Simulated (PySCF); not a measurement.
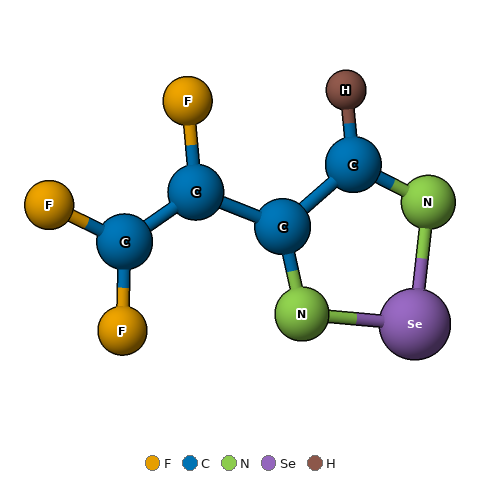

The molecule: C₄HF₃N₂Se, SMILES FC(F)=C(F)c1cn[se]n1.

Simulated rotational absorption lines between 2 and 20 GHz at 1.5 K: rigid rotor with the equilibrium constants and dipole of one optimised conformer (PBE0-D3(BJ)/def2-SVP, PySCF), commonest isotopes; no centrifugal distortion, hyperfine structure, internal rotation or nuclear-spin weights; lines within 1 MHz of each other are summed.

Question: What are the rotational constants, and what kind of rotor is it?

Answer: Rotational constants A, B, C = 2.393, 0.5009, 0.4142 GHz; Ray's κ = −0.91, a near-prolate asymmetric top.

Question: Which dipole components drive the lines?

Answer:
|μa|, |μb|, |μc| = 0.27, 0.20, 0.02 D; a-type lines carry 55 % of the intensity in this range.

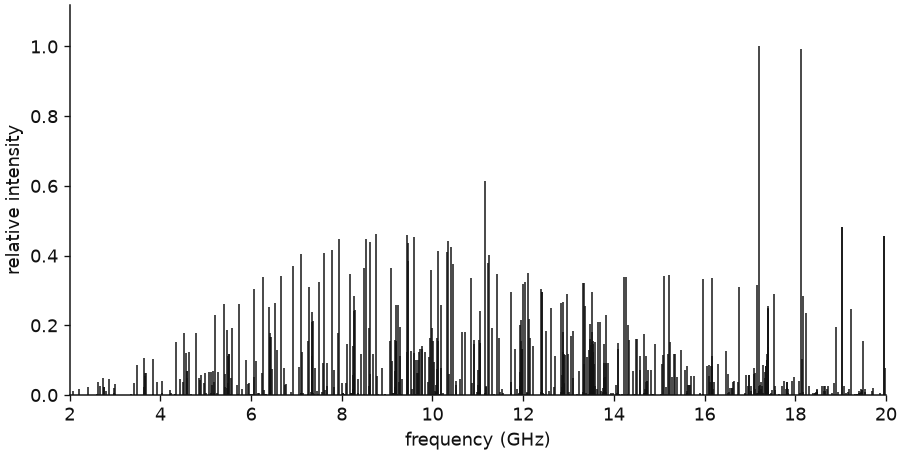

Note: coarse grid, loose stop and no frequency check, small forces are noise and the end may be a saddle.
